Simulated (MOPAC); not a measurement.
# Frequency calculation, with input and output: SnNH3S2 (part 1 of 2)

System: SnNH3S2.
Method: PM6, closed shell (MOPAC 23.2.5).

The geometry was optimised with PM6.

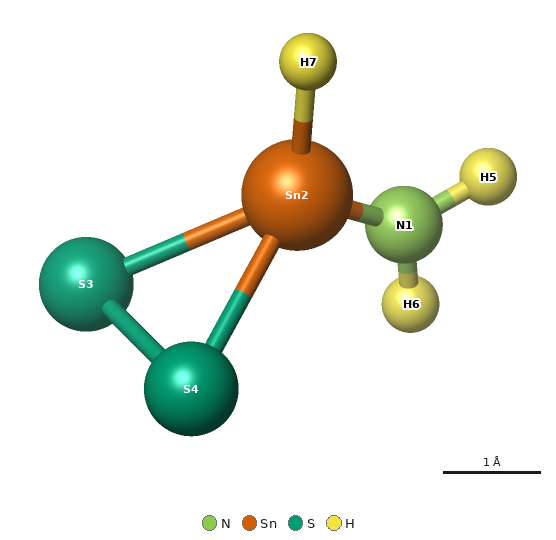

Figure 1. The structure (ball-and-stick view, seen at an oblique angle; atoms are numbered from 1 in the order of the input). Sticks mark near contacts. Bond lengths as drawn: H–N 1.05 to 1.06 Å, H–Sn 1.68 Å, N–Sn 1.55 Å, S–S 2.14 Å and S–Sn 2.46 Å.

Summary

```json
{"quantity": "outcome", "value": "converged"}
{"quantity": "heat of formation", "value": "13.27 kcal/mol"}
{"quantity": "basis functions", "value": "29"}
{"quantity": "zero-point energy", "value": "0.035125 hartree"}
{"quantity": "wavenumbers, lowest and highest", "value": "105 and 2836 cm⁻¹"}
{"quantity": "hardware", "value": "1 thread of AMD EPYC (Zen 5), 128 GiB of memory available, shared host"}
{"quantity": "peak memory", "value": "0.071 GiB"}
```

Remarks

MOPAC's energies along a path are heats of formation.

The input (run.mop)
```
PM6 THERMO(298,398,100) FORCE AUX(PRECISION=6) T=10M THREADS=1
H3NS2Sn

N     -0.661863 1     0.863336 1    -0.078570 1
Sn     0.618608 1    -0.016516 1    -0.017377 1
S      0.395455 1    -1.957131 1     1.479842 1
S      0.212211 1    -2.369366 1    -0.614494 1
H     -0.820806 1     1.881039 1    -0.265482 1
H     -1.666334 1     0.566826 1     0.067895 1
H      2.113466 1     0.689727 1    -0.287534 1
```

Run as:
```bash
mopac run.mop
```

The program's output
```
MOPAC v23.2.5
PM6 CALCULATION RESULTS

 *  PM6        - The PM6 Hamiltonian to be used
 *  FORCE      - FORCE CALCULATION SPECIFIED
 *  THREADS=1  - MULTI-THREADING NOT USED
 *  AUX        - OUTPUT AUXILIARY INFORMATION
 *  THERMO     - THERMODYNAMIC QUANTITIES TO BE CALCULATED
PM6 THERMO(298,398,100) FORCE AUX(PRECISION=6) T=10M THREADS=1
 H3NS2Sn

   ATOM   CHEMICAL          X               Y               Z
  NUMBER   SYMBOL      (ANGSTROMS)     (ANGSTROMS)     (ANGSTROMS)

     1       N         -0.66186300  *   0.86333600  *  -0.07857000  *
     2      Sn          0.61860800  *  -0.01651600  *  -0.01737700  *
     3       S          0.39545500  *  -1.95713100  *   1.47984200  *
     4       S          0.21221100  *  -2.36936600  *  -0.61449400  *
     5       H         -0.82080600  *   1.88103900  *  -0.26548200  *
     6       H         -1.66633400  *   0.56682600  *   0.06789500  *
     7       H          2.11346600  *   0.68972700  *  -0.28753400  *

          CARTESIAN COORDINATES

    NO.       ATOM           X           Y           Z

     1         N         -0.6619      0.8633     -0.0786
     2        Sn          0.6186     -0.0165     -0.0174
     3         S          0.3955     -1.9571      1.4798
     4         S          0.2122     -2.3694     -0.6145
     5         H         -0.8208      1.8810     -0.2655
     6         H         -1.6663      0.5668      0.0679
     7         H          2.1135      0.6897     -0.2875

           Empirical Formula: H3 N Sn S2  =     7 atoms

      MOLECULAR POINT GROUP   :   Cs

      RHF CALCULATION, NO. OF DOUBLY OCCUPIED LEVELS = 12

          HEAT OF FORMATION =      13.271111 KCALS/MOLE

          CARTESIAN COORDINATE DERIVATIVES

   NUMBER  ATOM         X            Y            Z

     1       N      0.002524    -0.017279    -0.021115
     2      Sn     -0.009917     0.033191     0.013935
     3       S      0.005813    -0.004244     0.013085
     4       S      0.001891     0.000294    -0.015807
     5       H      0.001101     0.005359     0.011381
     6       H     -0.000978    -0.006041    -0.000043
     7       H     -0.000435    -0.011280    -0.001437

 DIPOLE           X         Y         Z       TOTAL
 POINT-CHG.    -5.040    -8.700    -4.682    11.091
 HYBRID        -0.386     2.322     1.250     2.665
 SUM           -5.426    -6.378    -3.432     9.049

          GRADIENT NORM =   0.05429

          MOLECULAR WEIGHT =  199.84

          ROTATIONAL CONSTANTS IN CM(-1)

          A =    0.16121236   B =    0.06100220   C =    0.05285775

           PRINCIPAL MOMENTS OF INERTIA IN UNITS OF 10**(-40)*GRAM-CM**2

          A =      173.6390   B =      458.8810   C =      529.5865

          ORIENTATION OF MOLECULE IN FORCE CALCULATION

    NO.       ATOM         X         Y         Z

     1          N      -1.7397   -0.5563   -0.2993
     2         Sn      -0.1849   -0.5563   -0.2993
     3          S       0.7884    1.7043   -0.2993
     4          S       0.7884    0.6892    1.5873
     5          H      -2.4538   -1.2305   -0.6616
     6          H      -2.3934    0.1759    0.0944
     7          H       0.6359   -1.8425   -0.9910

    FIRST DERIVATIVES WILL BE USED IN THE CALCULATION OF SECOND DERIVATIVES

          ESTIMATED TIME TO COMPLETE CALCULATION =        0.33 SECONDS

    FOR POINT-GROUP Cs   THERE ARE   2 UNIQUE SYMMETRY FUNCTIONS.

 STEP:   1 TIME =     0.01 SECS, INTEGRAL =      0.01 TIME LEFT:    599.99
 STEP:   2 TIME =     0.00 SECS, INTEGRAL =      0.01 TIME LEFT:    599.99
 STEP:   3 TIME =     0.00 SECS, INTEGRAL =      0.01 TIME LEFT:    599.99
 STEP:   4 TIME =     0.01 SECS, INTEGRAL =      0.02 TIME LEFT:    599.98
 STEP:   5 TIME =     0.01 SECS, INTEGRAL =      0.02 TIME LEFT:    599.98
 STEP:   6 TIME =     0.01 SECS, INTEGRAL =      0.03 TIME LEFT:    599.97
 STEP:   7 TIME =     0.01 SECS, INTEGRAL =      0.04 TIME LEFT:    599.96
 STEP:   8 TIME =     0.00 SECS, INTEGRAL =      0.04 TIME LEFT:    599.96
 STEP:   9 TIME =     0.01 SECS, INTEGRAL =      0.05 TIME LEFT:    599.95
 STEP:  10                       INTEGRAL =      0.05 TIME LEFT:    599.95
 STEP:  11                       INTEGRAL =      0.05 TIME LEFT:    599.95
 STEP:  12                       INTEGRAL =      0.05 TIME LEFT:    599.95
 STEP:  13 TIME =     0.00 SECS, INTEGRAL =      0.05 TIME LEFT:    599.95
 STEP:  14 TIME =     0.01 SECS, INTEGRAL =      0.05 TIME LEFT:    599.95
 STEP:  15 TIME =     0.01 SECS, INTEGRAL =      0.06 TIME LEFT:    599.94
 STEP:  16 TIME =     0.00 SECS, INTEGRAL =      0.06 TIME LEFT:    599.94
 STEP:  17 TIME =     0.01 SECS, INTEGRAL =      0.07 TIME LEFT:    599.93
 STEP:  18 TIME =     0.01 SECS, INTEGRAL =      0.08 TIME LEFT:    599.92
 STEP:  19 TIME =     0.00 SECS, INTEGRAL =      0.08 TIME LEFT:    599.92
 STEP:  20 TIME =     0.01 SECS, INTEGRAL =      0.09 TIME LEFT:    599.91
 STEP:  21 TIME =     0.00 SECS, INTEGRAL =      0.09 TIME LEFT:    599.91

(To convert to Hartree/Bohr^2, multiply by (10^(-21) x N x a0^2)/(4.184 x 627.51) =  0.0642)

           FORCE MATRIX IN MILLIDYNES/ANGSTROM

                  N  1      Sn  2       S  3       S  4       H  5       H  6
 ------------------------------------------------------------------------------
     N    1  11.654731
    Sn    2   6.363467  11.753846
     S    3   0.175442   2.052776   3.619693
     S    4   0.175572   2.052265   2.820210   3.619693
     H    5   3.617120   0.970538   0.056595   0.056373   4.527215
     H    6   3.527262   1.026068   0.027074   0.027519   0.672196   4.461725
     H    7   0.178683   3.687429   0.093879   0.094019   0.016922   0.048058

                  H  7
 ------------------
     H    7   3.791987

          HEAT OF FORMATION =      13.271111 KCALS/MOLE

          ZERO POINT ENERGY      22.041 KCAL/MOL

           NORMAL COORDINATE ANALYSIS (Total motion = 1 Angstrom)

   Root No.       1         2         3         4         5         6         7         8

                 1 A"      1 A'      2 A"      2 A'      3 A"      4 A"      3 A'      4 A'

                 105.4     152.3     258.1     355.9     361.3     492.5     572.3     576.1

           1   -0.0000    0.0204    0.0000   -0.0490   -0.0000   -0.0000    0.0019   -0.0114
           2   -0.0798    0.1516    0.0034   -0.0231   -0.0071   -0.0101    0.0086   -0.0005
           3    0.1484    0.0816   -0.0064   -0.0124    0.0133    0.0187    0.0046   -0.0003
           4    0.0000    0.0193   -0.0000   -0.0545   -0.0000    0.0000   -0.0053   -0.0146
           5    0.0126   -0.0237   -0.0120   -0.1059   -0.0017    0.0030    0.0008   -0.0224
           6   -0.0234   -0.0128    0.0224   -0.0570    0.0032   -0.0057    0.0004   -0.0121
           7    0.0659   -0.0400    0.0330    0.1134    0.0192    0.0003   -0.0008    0.0239
           8   -0.0189    0.0037    0.0738    0.1496    0.0423    0.0080   -0.0231    0.1223
           9   -0.0024    0.0023   -0.0056    0.2042    0.0059    0.0032    0.0180   -0.1379
          10   -0.0659   -0.0400   -0.0330    0.1134   -0.0192   -0.0003   -0.0008    0.0239
          11    0.0124    0.0040   -0.0360    0.2529   -0.0282   -0.0071    0.0023   -0.0477
          12    0.0145    0.0019   -0.0647    0.0124   -0.0321   -0.0049   -0.0292    0.1781
          13   -0.0000   -0.1001    0.0000   -0.1209   -0.0000    0.0000   -0.0561   -0.0678
          14   -0.0904    0.2536    0.1589    0.0338   -0.1826    0.1024    0.0615    0.0489
          15    0.1681    0.1365   -0.2953    0.0182    0.3393   -0.1902    0.0331    0.0263
          16   -0.0000    0.1507   -0.0000    0.0180    0.0000   -0.0000    0.0637    0.0456
          17   -0.1528    0.2467   -0.1066    0.0315    0.1369   -0.0936    0.0613    0.0470
          18    0.2839    0.1327    0.1981    0.0170   -0.2544    0.1740    0.0330    0.0253
          19    0.0000   -0.0591    0.0000   -0.0076   -0.0000   -0.0000    0.6430    0.3809
          20    0.0732   -0.0599    0.1160   -0.0796   -0.1011   -0.2565    0.3262    0.1749
          21   -0.1360   -0.0322   -0.2156   -0.0428    0.1879    0.4768    0.1756    0.0941

   Root No.       9        10        11        12        13        14        15

                 5 A"      5 A'      6 A'      7 A'      8 A'      9 A'     10 A'

                 903.6     937.0     982.9    1615.0    2534.9    2735.3    2835.8

           1    0.0000    0.0252    0.3361   -0.0440   -0.0001   -0.0030   -0.0370
           2    0.0433   -0.0760    0.0215   -0.0018   -0.0001    0.0395   -0.0050
           3   -0.0805   -0.0409    0.0116   -0.0010   -0.0001    0.0213   -0.0027
           4   -0.0000   -0.0028   -0.0440   -0.0008    0.0040   -0.0003   -0.0009
           5   -0.0017    0.0059   -0.0013    0.0002   -0.0062    0.0004   -0.0001
           6    0.0032    0.0032   -0.0007    0.0001   -0.0033    0.0002   -0.0000
           7    0.0002    0.0005   -0.0004    0.0001    0.0001   -0.0000    0.0001
           8    0.0013   -0.0008    0.0003    0.0001    0.0000    0.0000    0.0001
           9   -0.0005    0.0001   -0.0010    0.0000   -0.0001    0.0000    0.0001
          10   -0.0002    0.0005   -0.0004    0.0001    0.0001   -0.0000    0.0001
          11   -0.0003   -0.0004   -0.0007    0.0001   -0.0001    0.0000    0.0001
          12   -0.0013   -0.0007    0.0008    0.0001    0.0001   -0.0000    0.0001
          13   -0.0000   -0.3059    0.3949    0.3280   -0.0041   -0.2968    0.3690
          14   -0.1825    0.2341   -0.0844   -0.2832   -0.0059   -0.2380    0.3596
          15    0.3392    0.1260   -0.0454   -0.1524   -0.0032   -0.1281    0.1935
          16   -0.0000    0.3401    0.1694    0.3726    0.0105    0.3679    0.2460
          17   -0.2309    0.1969   -0.0589    0.2799   -0.0059   -0.3525   -0.2889
          18    0.4291    0.1060   -0.0317    0.1506   -0.0032   -0.1897   -0.1554
          19   -0.0000   -0.0795   -0.0274   -0.0035   -0.4808    0.0051    0.0009
          20   -0.0141   -0.0344    0.0059   -0.0039    0.7432   -0.0068    0.0002
          21    0.0262   -0.0185    0.0032   -0.0021    0.3998   -0.0037    0.0001

           MASS-WEIGHTED COORDINATE ANALYSIS (NORMAL COORDINATES)

   Root No.       1         2         3         4         5         6         7         8

                 1 A"      1 A'      2 A"      2 A'      3 A"      4 A"      3 A'      4 A'

                 105.4     152.3     258.1     355.9     361.3     492.5     572.3     576.1

           1   -0.0000    0.0822    0.0000   -0.0689   -0.0000   -0.0000    0.0089   -0.0269
           2   -0.3067    0.6122    0.0151   -0.0325   -0.0410   -0.0598    0.0405   -0.0012
           3    0.5701    0.3294   -0.0282   -0.0175    0.0762    0.1111    0.0218   -0.0006
           4    0.0000    0.2266   -0.0000   -0.2234   -0.0000    0.0000   -0.0726   -0.1002
           5    0.1411   -0.2787   -0.1543   -0.4338   -0.0287    0.0526    0.0106   -0.1539
           6   -0.2622   -0.1500    0.2867   -0.2334    0.0534   -0.0978    0.0057   -0.0828
           7    0.3829   -0.2444    0.2198    0.2414    0.1667    0.0028   -0.0059    0.0852
           8   -0.1100    0.0229    0.4914    0.3186    0.3677    0.0717   -0.1643    0.4366
           9   -0.0140    0.0139   -0.0371    0.4348    0.0511    0.0288    0.1284   -0.4920
          10   -0.3829   -0.2444   -0.2198    0.2414   -0.1667   -0.0028   -0.0059    0.0852
          11    0.0723    0.0242   -0.2398    0.5384   -0.2452   -0.0635    0.0166   -0.1700
          12    0.0840    0.0114   -0.4306    0.0263   -0.2787   -0.0440   -0.2079    0.6354
          13   -0.0000   -0.1085    0.0000   -0.0457   -0.0000    0.0000   -0.0709   -0.0429
          14   -0.0932    0.2748    0.1875    0.0128   -0.2811    0.1629    0.0776    0.0309
          15    0.1732    0.1479   -0.3485    0.0069    0.5225   -0.3028    0.0418    0.0166
          16   -0.0000    0.1633   -0.0000    0.0068    0.0000   -0.0000    0.0805    0.0288
          17   -0.1575    0.2673   -0.1258    0.0119    0.2107   -0.1491    0.0774    0.0298
          18    0.2926    0.1438    0.2338    0.0064   -0.3916    0.2770    0.0417    0.0160
          19    0.0000   -0.0640    0.0000   -0.0029   -0.0000   -0.0000    0.8121    0.2410
          20    0.0754   -0.0649    0.1369   -0.0300   -0.1557   -0.4083    0.4120    0.1107
          21   -0.1402   -0.0349   -0.2545   -0.0162    0.2893    0.7589    0.2217    0.0596

   Root No.       9        10        11        12        13        14        15

                 5 A"      5 A'      6 A'      7 A'      8 A'      9 A'     10 A'

                 903.6     937.0     982.9    1615.0    2534.9    2735.3    2835.8
```
